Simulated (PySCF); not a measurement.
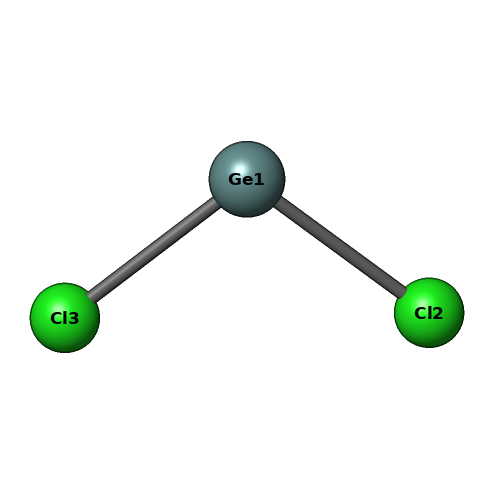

Atoms carry their numbers in the input. Computed geometry: PBE0-D4/def2-TZVP optimisation. No frequency run is at hand to confirm it as a minimum.

> What is the geometry at Ge1?

Ge1 has 2 neighbours (Cl2 at 2.18, Cl3 at 2.18 Å); the arrangement is bent.
